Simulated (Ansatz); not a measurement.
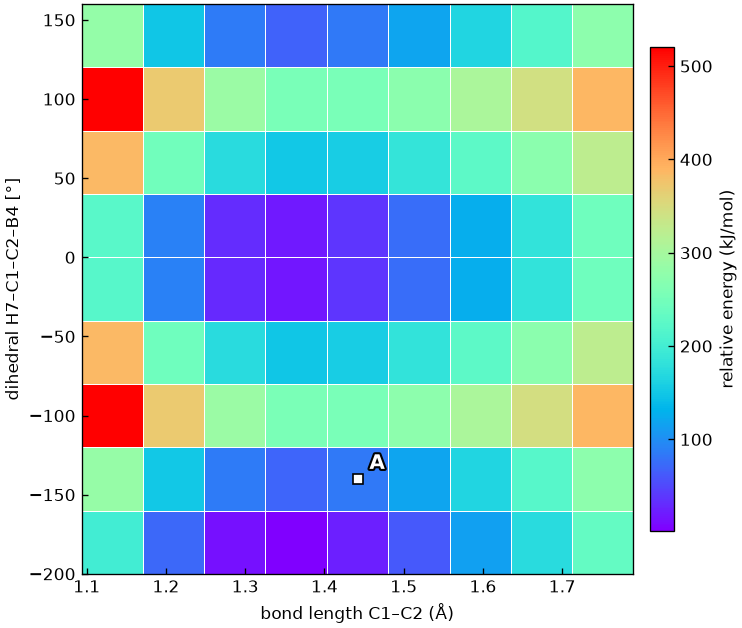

C2H6BClOSi, SMILES C=C(O)B([SiH3])Cl. First axis: bond length C1–C2. Second axis: dihedral H7–C1–C2–B4. Nothing is relaxed (all other coordinates rigid). The scan uses a 9 × 9 grid. Points are written as (first, second). Energies: kJ/mol, counted from the relaxed molecule at the same level. The dihedral twists a double bond; near 90° a spin-restricted reference is unreliable. All numbers below come from RKS PBE0-D4/def2-SVP in Ansatz.

Drawn: one coloured cell a grid point, the point A.

Question: Is A at rest? If not, where is it pushed?

Answer: A, at (1.442 Å, −140°), is not a stationary point. The computed force is 340 kJ/mol for each Å towards smaller values of bond length C1–C2 and 3 kJ/mol for each degree towards smaller values of dihedral H7–C1–C2–B4.
